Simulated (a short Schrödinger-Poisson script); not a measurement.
System: symmetric double-gate stack, HfO2 on p-type GaN, at 300 K.

```
layer  material  thickness (nm)  Na (cm⁻³)
-----  --------  --------------  ---------
1          HfO2               9          -
2           GaN               5       6e17
3          HfO2               9          -
```

Constants are typed, rounded textbook-type inputs, not results; the design itself was drawn at random and stands for no fabricated device. HfO2: permittivity 22, conduction-band edge (eV) 1.6, gap (eV) 5.7, electron mass (mₑ) 0.2. GaN: permittivity 9.5, conduction-band edge (eV) 0, gap (eV) 3.43, Nv at 300 K (cm⁻³) 4.6e19.

Channel valleys (confinement mass, in-plane density-of-states mass, number): Γ 0.2, 0.2, 1. At the gates, both at one voltage, the conduction-band edge of layer 1 lies 2.19 eV − eVg above the Fermi level of the channel. Gaps are held at their typed values at every temperature. Mesh 0.03 nm at interfaces.

From a short Schrödinger-Poisson script (our own, NumPy): 1D Poisson equation in equilibrium, electrons quantum, Hartree (BenDaniel-Duke, 12 states a valley, the channel's in-plane mass for all, wave functions ending at the dielectric), parabolic valleys, classical holes, full ionisation, no traps, pinning or gate leakage.

Only gate voltages with over 1e8 electrons/cm² are shown.

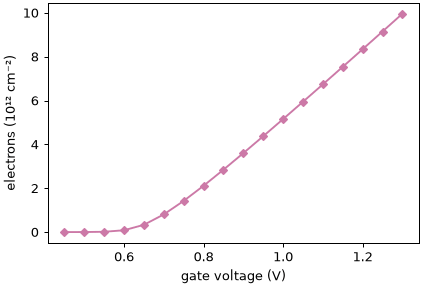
Fig. 1. Sheet density against gate voltage

| Vg (V) | electrons (cm⁻²) | C (μF/cm²) | Γ E0 (meV) | Γ E1 (meV) |
|---|---|---|---|---|
| 0.45 | 3.02e8 | < 0.003 | 229.4 | 454.5 |
| 0.5 | 2.08e9 | 0.0131 | 179.5 | 404.5 |
| 0.55 | 1.40e10 | 0.0859 | 130.1 | 355.1 |
| 0.6 | 8.33e10 | 0.442 | 83.7 | 308.4 |
| 0.65 | 3.33e11 | 1.20 | 46.4 | 270.4 |
| 0.7 | 8.07e11 | 1.80 | 20.5 | 243.1 |
| 0.75 | 1.42e12 | 2.12 | 1.8 | 222.6 |
| 0.8 | 2.11e12 | 2.29 | -13.1 | 205.7 |
| 0.85 | 2.84e12 | 2.39 | -26.0 | 190.6 |
| 0.9 | 3.60e12 | 2.45 | -37.7 | 176.8 |
| 0.95 | 4.37e12 | 2.49 | -48.6 | 163.6 |
| 1 | 5.15e12 | 2.52 | -59.1 | 150.9 |
| 1.05 | 5.94e12 | 2.54 | -69.3 | 138.5 |
| 1.1 | 6.74e12 | 2.55 | -79.3 | 126.3 |
| 1.15 | 7.54e12 | 2.57 | -89.1 | 114.3 |
| 1.2 | 8.34e12 | 2.58 | -98.8 | 102.4 |
| 1.25 | 9.15e12 | 2.59 | -108.3 | 90.7 |
| 1.3 | 9.96e12 | 2.61 | -117.8 | 79.2 |

Subbands count from the Fermi level. The capacitance is that of both gates.

In real p-type GaN the Mg acceptor is only partly ionised, and so wide a gap doesn't supply an inversion layer without source and drain.
